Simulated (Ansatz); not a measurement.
## Electronic structure of CH$_{4}$AlSi (charge +1) in real space

Input

```
crystal:
  periodic: [false, false, false]
  atoms:
    - symbol: C
      position_ang: [-0.529853, 0.818697, 0.074614]
    - symbol: Al
      position_ang: [-3.789462, 0.713898, 3.024380]
    - symbol: Si
      position_ang: [-1.474905, 1.597684, 1.451902]
    - symbol: H
      position_ang: [-0.542109, 1.501632, -0.786714]
    - symbol: H
      position_ang: [0.527188, 0.754884, 0.369686]
    - symbol: H
      position_ang: [-0.883263, -0.163775, -0.232945]
    - symbol: H
      position_ang: [-0.805505, 2.918475, 1.684695]
basis:
  gaussian:
    orbitals: def2-TZVPD
total_charge: 1
hamiltonian:
  xc: {name: PBE0}
output: {forces: true, orbitals: {seedname: orbitals}}
```

Launched as:

```sh
ansatz run input.yaml --threads 2 --pin off --max-ram 4350MiB --events-out events.jsonl --progress --plain --runs-dir runs
```

Geometry: r2SCAN-D4/def2-TZVP.

Method: Ansatz, isolated molecule in a Gaussian basis; Kohn-Sham density functional theory, functional PBE0.

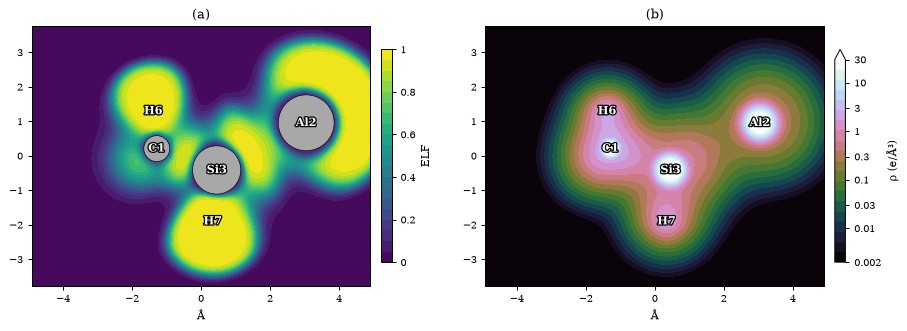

Figure 1. (a) electron localisation function; (b) total electron density on the plane of atoms Si3, C1 and H6. Grey discs cover the atomic cores in the ELF map.

### What does the map show?

The plane passes through C, Al, Si and H nuclei. C–Si (1.84 Å): the density is about 1 e/Å³ at the midpoint; the ELF peaks at about 0.95 between the atoms; a covalent bond. Al–Si (2.93 Å): the density is about 0.27 e/Å³ at the midpoint, with its minimum of 0.23 e/Å³ about 1.1 Å from Al; the ELF peaks at about 1 in the valence shell of Si, 1.1 Å from its nucleus, and is about 0.95 at the midpoint. C–H (1.09 Å): ρ at the midpoint is about 2 e/Å³; the ELF climbs to about 1 towards the hydrogen, as it does in any bond to H; an ordinary covalent bond to hydrogen. Si–H (1.50 Å): the density is about 0.83 e/Å³ at the midpoint; the ELF climbs to about 1 towards the hydrogen.

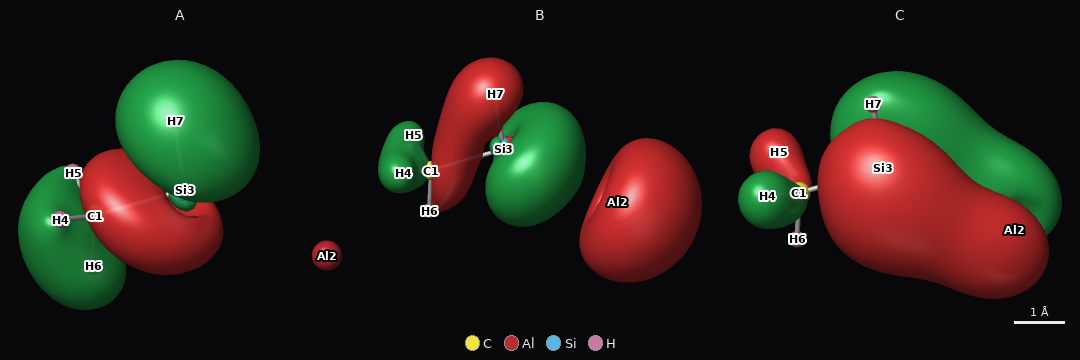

Figure 2. Three frontier orbitals at ±0.08 Å⁻³ᐟ² (green and red are the two phases), in no order.

### Order the three orbitals by energy and name them.

A is the HOMO−1 (−14.18 eV). It lies mainly on Si3 (about 35 %), C1 (about 30 %), H7 (about 25 %) and H6 (about 5 %). B is the HOMO (−11.22 eV). It lies mainly on Al2 (about 50 %), Si3 (about 35 %) and C1 (about 5 %). C is the LUMO (−8.00 eV). By Hirshfeld shares it lies mainly on Si3 (about 65 %) and Al2 (about 25 %).

### What is the HOMO–LUMO gap?

3.22 eV between the orbital energies.
